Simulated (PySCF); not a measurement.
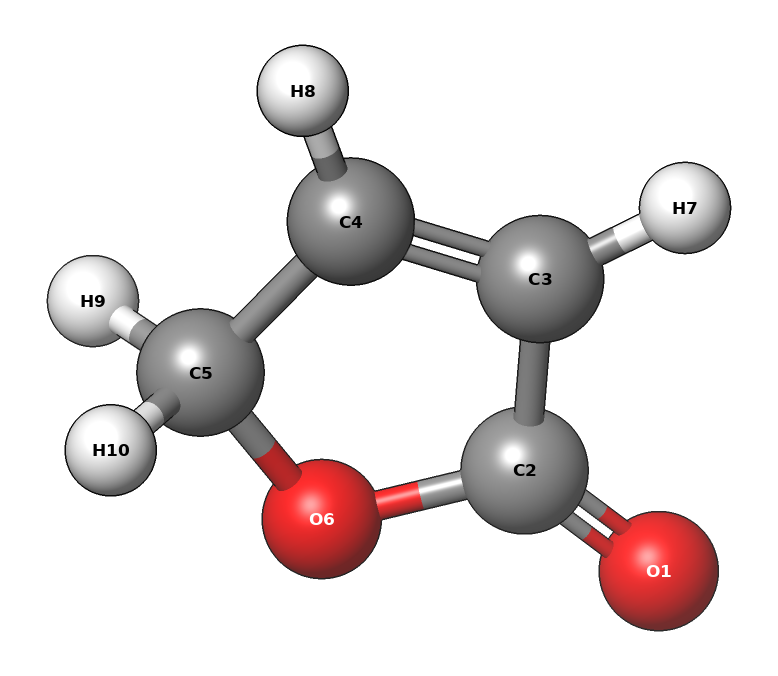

The computed structure is the end point of a GFN2-xTB optimisation. No frequency run is at hand to confirm it as a minimum. Properties computed with delta-SCF UKS SCAN, pcX-2 on the ionised atom, pcseg-1 elsewhere, spin-free X2C (PySCF 2.14.0).

Give the core-electron binding energies (to vacuum) of O1 1s, C2 1s, C3 1s, C4 1s, C5 1s, O6 1s.

```
atom  level  binding energy (eV)
  O1     1s                537.4
  C2     1s                294.5
  C3     1s                291.3
  C4     1s                291.6
  C5     1s                293.2
  O6     1s                539.6
```
